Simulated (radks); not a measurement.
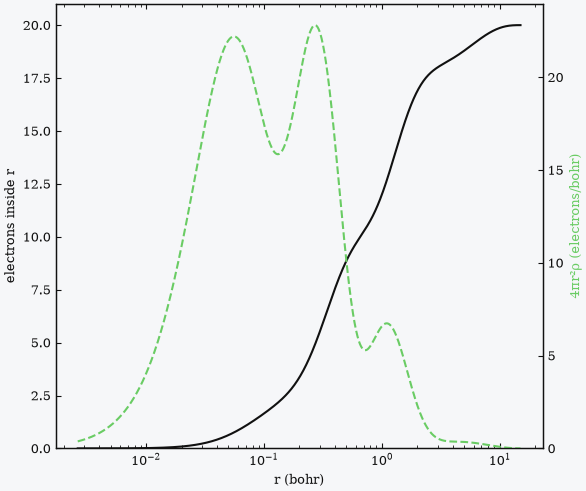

The K⁻ ion; electrons: [Ar] 4s2. It sits in a hard spherical wall of radius 15 bohr. All numbers are computed, not measured: scalar-relativistic Kohn-Sham, LDA (Slater exchange, VWN5 correlation), spin-polarised, spherical densities, point nucleus (the in-house radial solver radks).

The plot shows the number of electrons inside radius r (solid) and the radial density 4πr²ρ (dashed).

### Describe it and give its main numbers.

The count levels off at 20 electrons. Half of them lie within 0.656 bohr, 90 % within 2.96 bohr and 99 % within 9.32 bohr. The radial density has minima at 0.132 and 0.723 bohr, where the count stands at 2.2 and 10.4; these part the shells that the density resolves.
